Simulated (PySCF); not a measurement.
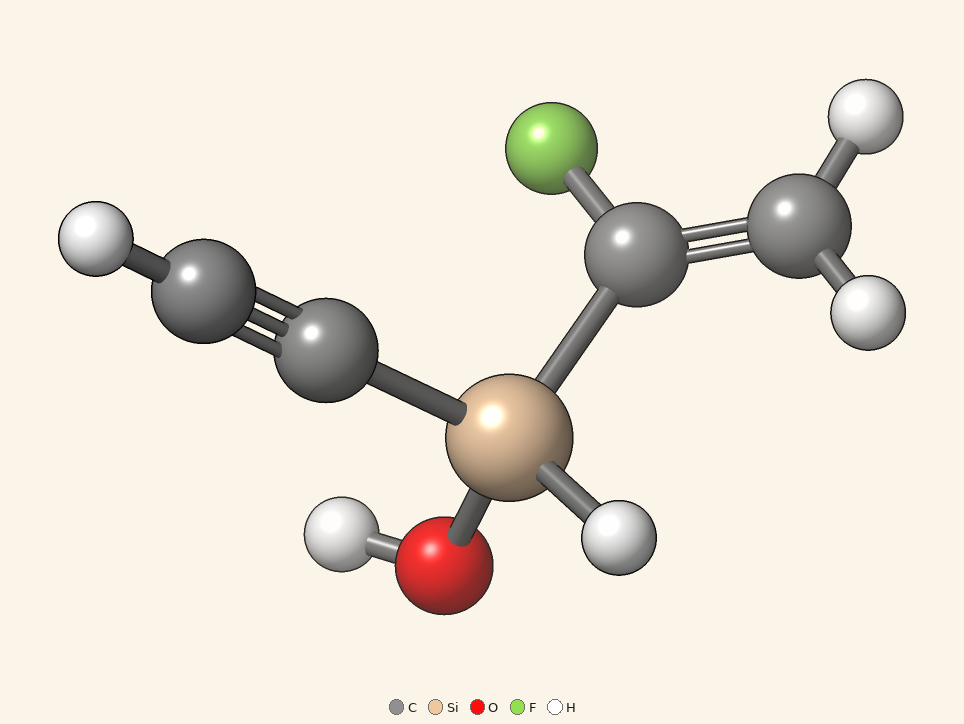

A ball-and-stick model of a molecule. Double and triple bonds are drawn as two and three sticks.

Computed geometry: PBE0-D3(BJ)/def2-SVP optimisation. No frequency run is at hand to confirm it as a minimum.

Describe the molecule.

The molecule is C₄H₅FOSi. SMILES: `C#C[Si@@H](O)C(=C)F`. It has no ring. Among its groups: alkene, alkyne, C–F bond, Si–H bond, Si–O bond. The point group is C1. Coordination: 2 C linear; 1 Si tetrahedral; 1 O bent; 2 C trigonal planar.

More results for the same structure follow; atom numbers are the same in all pictures, views and colours differ.

## Shape

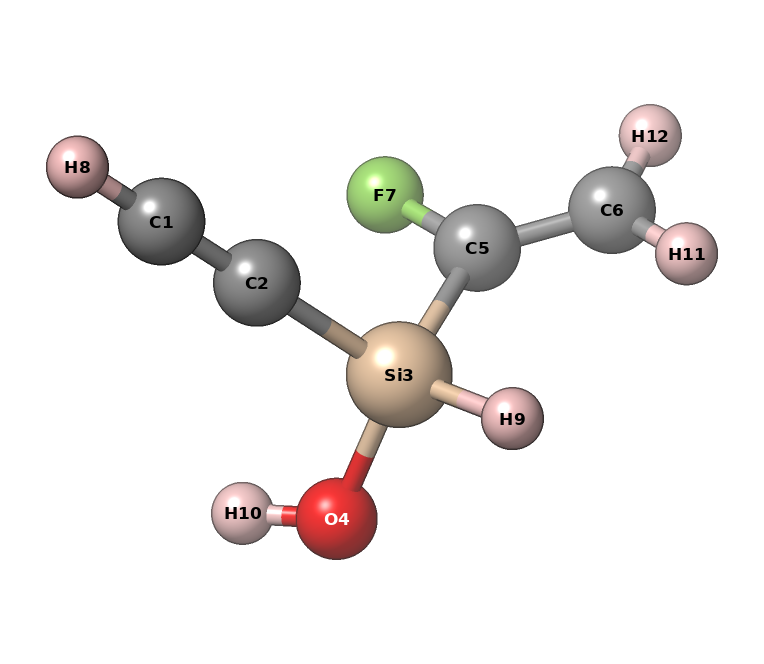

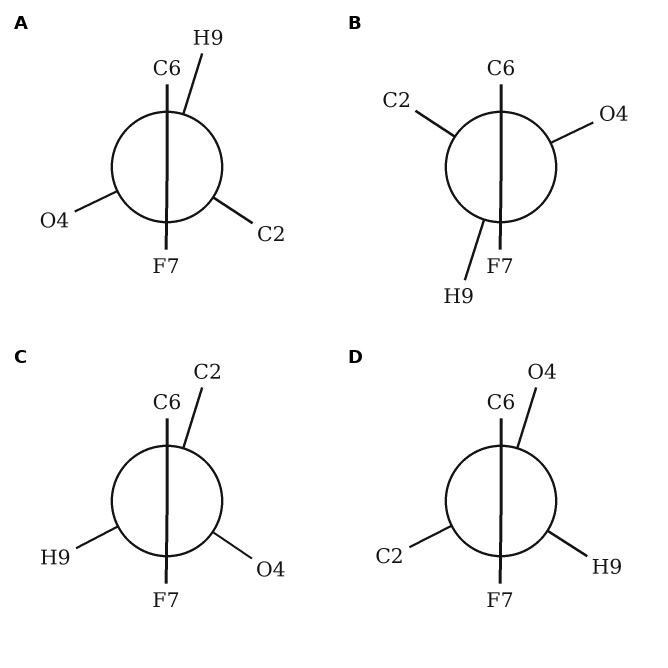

Depth is shown by fading: the farther an atom, the more it takes the colour of the background. Bonds that would overlap in a projection are set slightly apart. No frequency run is at hand to confirm it as a minimum.

> Which Newman projection shows the view along C5–Si3, with C5 in front?

A. The torsion angle F7–C5–Si3–O4 is 64°, synclinal (gauche).

## Levels of theory compared

No frequency run is at hand to confirm it as a minimum. Program: PySCF 2.14.0.

Tabulate dipole (D), HOMO energy (eV) at these levels: KT3/pcSseg-1; PBE0/6-311+G(2d,p); PBE0/IGLO-III; PBE0/cc-pVTZ; PBE0/def2-SVP; PBE0/def2-TZVP.

```tsv
level	dipole (D)	HOMO energy (eV)
KT3/pcSseg-1	1.06	−6.55
PBE0/6-311+G(2d,p)	1.12	−7.84
PBE0/IGLO-III	1.06	−7.82
PBE0/cc-pVTZ	1.04	−7.76
PBE0/def2-SVP	1.13	−7.68
PBE0/def2-TZVP	1.09	−7.80
```

## NMR shielding

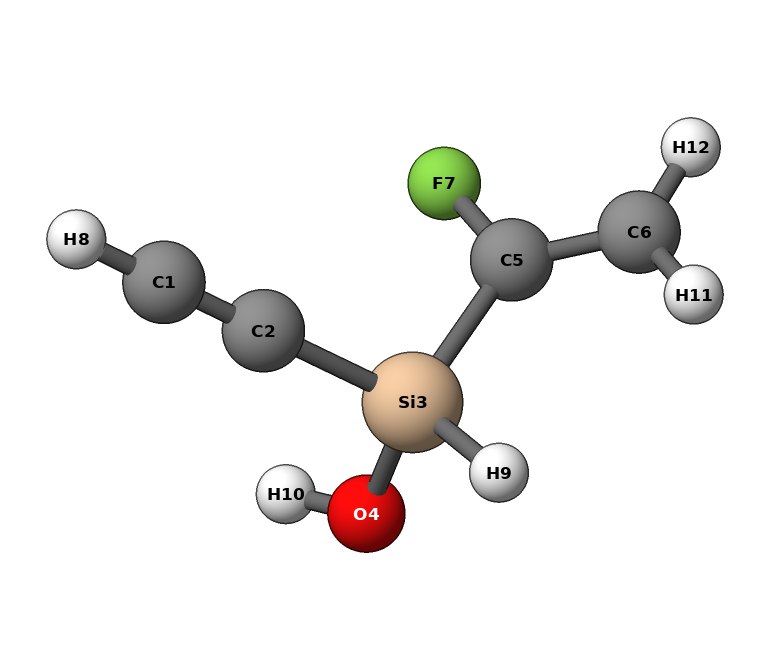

No frequency run is at hand to confirm it as a minimum. Level of theory: GIAO HF/pcSseg-1 NMR shielding, non-relativistic, gas phase (PySCF 2.14.0). Principal shieldings σ11 ≤ σ22 ≤ σ33, span Ω = σ33 − σ11, skew κ = 3(σiso − σ22)/Ω.

Give the shielding tensors of the Si atoms.

```tsv
atom	σ11	σ22	σ33	σiso	Ω	κ
Si3	405.9	439.7	466.5	437.4	60.6	−0.11
```

Shieldings and span in ppm.

## Quadrupole coupling

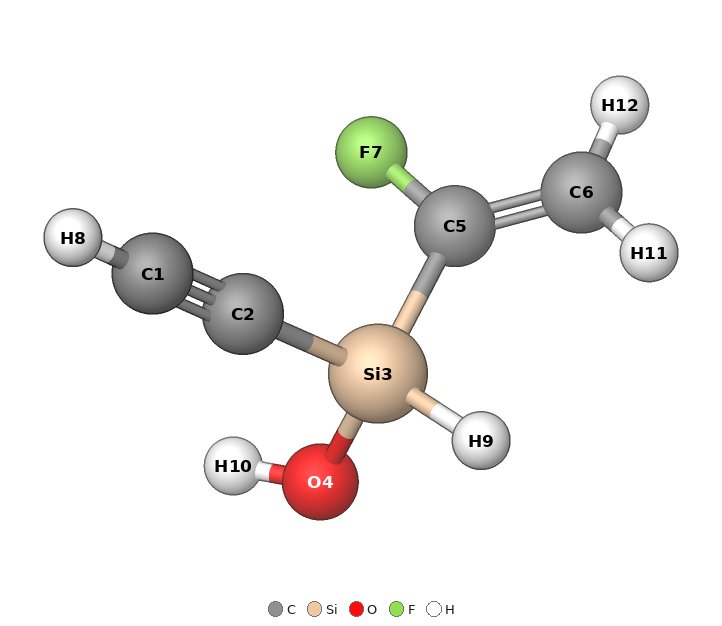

No frequency run is at hand to confirm it as a minimum. Electric field gradients from the ground-state density, PBE0/def2-SVP (PySCF 2.14.0), non-relativistic apart from any core potentials.

Give the largest field-gradient component, the quadrupole coupling constant and the asymmetry for 17O at O4 (Q = −25.6 mb), 2H at H8 (Q = 2.86 mb), 2H at H9 (Q = 2.86 mb).

| atom | V_zz (a.u.) | e²qQ/h (MHz) | η |
| --- | --- | --- | --- |
| O4 | 1.414 | −8.51 | 0.61 |
| H8 | 0.346 | 0.232 | 0.00 |
| H9 | 0.149 | 0.100 | 0.01 |

## Core levels

No frequency run is at hand to confirm it as a minimum. Properties computed with delta-SCF UKS SCAN, pcX-2 on the ionised atom, pcseg-1 elsewhere, non-relativistic (PySCF 2.14.0).

Give the core-electron binding energies (to vacuum; p and d levels without spin–orbit splitting) of C1 1s, C2 1s, Si3 1s, Si3 2p, O4 1s, C5 1s, C6 1s, F7 1s.

```
atom  level  binding energy (eV)
  C1     1s                290.7
  C2     1s                290.4
 Si3     1s               1843.4
 Si3     2p                108.0
  O4     1s                538.3
  C5     1s                292.3
  C6     1s                290.4
  F7     1s                692.2
```
